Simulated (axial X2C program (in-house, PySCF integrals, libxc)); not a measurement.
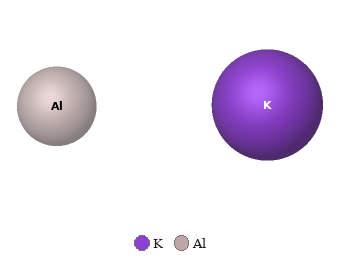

The molecule at the reference distance of 3.363 Å.

Relativistic diatomic calculation, with input and output: KAl

System: KAl, single determinant with Ω = 0 (not the lowest found).
Method: PBE0, two-component X2C with atomic mean-field Coulomb and Gaunt terms, K dyall-cv3z, Al dyall-v3z (cores contracted) (axial X2C program (in-house, PySCF integrals, libxc)).

Key numbers:

- outcome: converged
- bond length rₑ: 3.633 Å
- ωₑ: 141.9 cm⁻¹
- energy at the minimum: −844.64194 hartree
- depth below the fragments: 0.51 eV
- hardware: 1 thread of Arm Neoverse V1, 24 GiB of memory available, shared host
- wall time: 2.6 s

Notes:

Limits: 9 of the 10 points asked for were kept.

Input file:
```
{"zs": [19, 13], "q": 0, "bas": ["dyall-cv3z", "dyall-v3z"], "levels": ["PBE0", "HF", "B97-3"], "cc": true, "r0": 3.22, "thr": -2.0, "nmax": 90, "npts": 10, "nst": 2, "ntry": 6}
```

The line is the task of a batch: nuclear charges, charge, bases, the levels to run, a first guess of the distance and further settings. This report covers PBE0 with spin-orbit coupling. The log is that of the reference distance 3.363 Å, started from orbitals converged before.

The run was one of a batch that the task file lists, launched with:
```bash
python <driver script> task.json out
```

Log:
```
two-component X2C + atomic mean field  PBE0
basis functions 147  fitting functions 674  grid points 5088
iter        total energy     max residual
   1       -844.640009653     8.88e-07
   2       -844.640009653     9.40e-07
converged
one-electron -1242.61133015  Coulomb 411.25068033  exact exchange -12.74439564  xc functional -39.25940140  nuclear repulsion 38.86612284  atomic mean-field constant -0.14168563
```

The points of the curve:

```tsv
R (Å)	E (hartree)	dipole (D; origin at the first atom, positive when the second is positive)	highest filled (eV)	lowest empty (eV)
2.926	−844.623833	−4.61	−3.11	−1.76
3.060	−844.630902	−4.31	−3.09	−1.72
3.161	−844.635020	−4.34	−3.09	−1.67
3.262	−844.637995	−4.40	−3.09	−1.63
3.363	−844.640010	−4.46	−3.09	−1.59
3.481	−844.641380	−4.50	−3.08	−1.56
3.598	−844.641916	−4.52	−3.07	−1.54
3.750	−844.641671	−4.53	−3.06	−1.51
3.935	−844.640350	−4.53	−3.04	−1.50
```

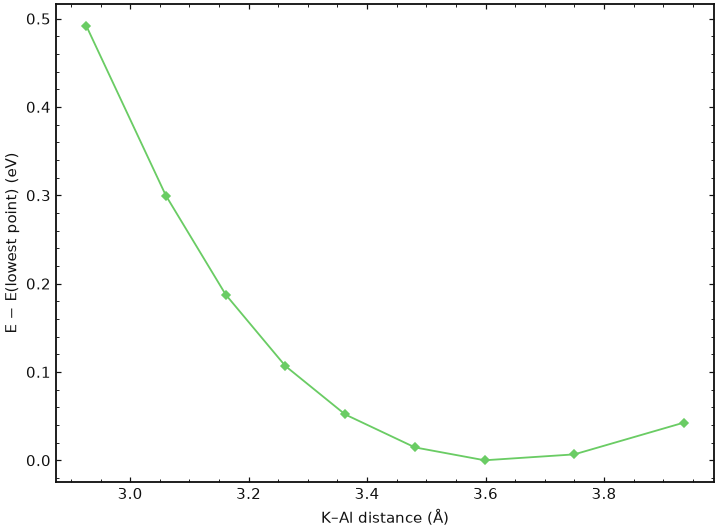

Energy at 9 bond lengths, for one set of occupations held fixed; the line joins the points. A polynomial of degree 6 through 8 points gives rₑ = 3.633 Å, ωₑ = 141.9 cm⁻¹, ωₑxₑ = 0.51 cm⁻¹ and Bₑ = 0.08011 cm⁻¹. The minimum lies 0.51 eV below K + Al, each computed as one determinant at the same level.

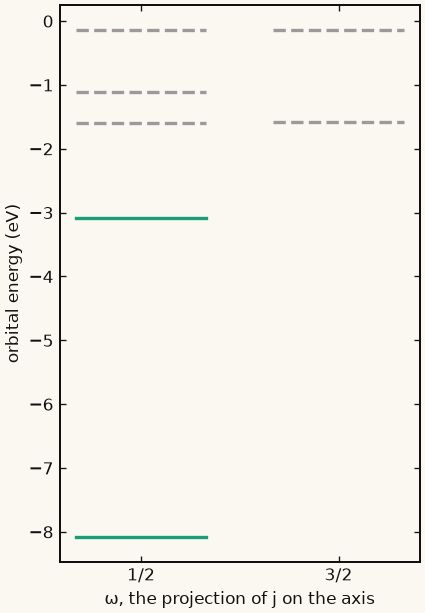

Orbital energies near the frontier at 3.36 Å, filled (solid) and empty (dashed); the Kramers partners at −ω are degenerate and not drawn. The highest filled spinor (1/2; 64 % Al p, 30 % K s) lies at −3.09 eV, the lowest empty one (1/2; 78 % Al p, 15 % K p) at −1.59 eV.
